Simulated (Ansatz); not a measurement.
```yaml
atoms:
  - { symbol: N, position_ang: [-0.3642, 1.2079, -1.1531] }
  - { symbol: Al, position_ang: [-0.1884, 0.0542, 0.1682] }
  - { symbol: N, position_ang: [1.1001, -1.1568, 0.1646] }
  - { symbol: O, position_ang: [-1.3155, 0.1702, 1.4327] }
  - { symbol: H, position_ang: [0.2208, 1.2638, -1.9687] }
  - { symbol: H, position_ang: [-1.0828, 1.9112, -1.1862] }
  - { symbol: H, position_ang: [1.7892, -1.2608, -0.5611] }
  - { symbol: H, position_ang: [1.2532, -1.8424, 0.8844] }
  - { symbol: H, position_ang: [-1.3238, -0.3935, 2.2020] }
```

Geometry: PBE0-D4/def2-TZVP.

Theory: Ansatz, RKS PBE0-D4/def2-TZVPP.

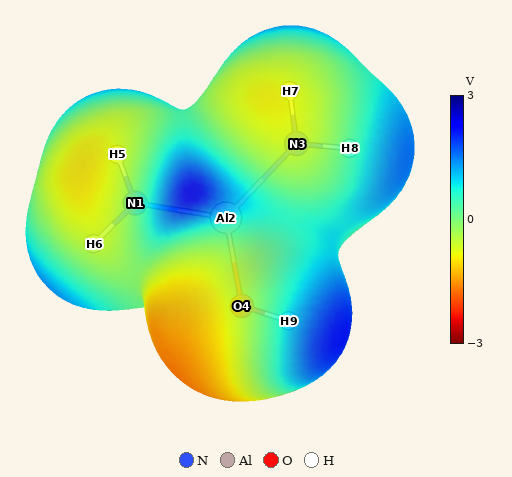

AlH5N2O (SMILES [NH2][Al]([NH2])[OH]). The electrostatic potential painted on the density surface at 0.002 e/bohr³, seen at a tilt; red is negative and blue positive.

**Which sites attract a positive test charge, and which a negative one?**

A positive charge is drawn to the negative regions and a negative charge to the positive ones. The most negative region (about −1.7 V) lies over O4, the most positive (about +2.2 V) over Al2 and H9. O4 is the likeliest acceptor of a hydrogen bond.
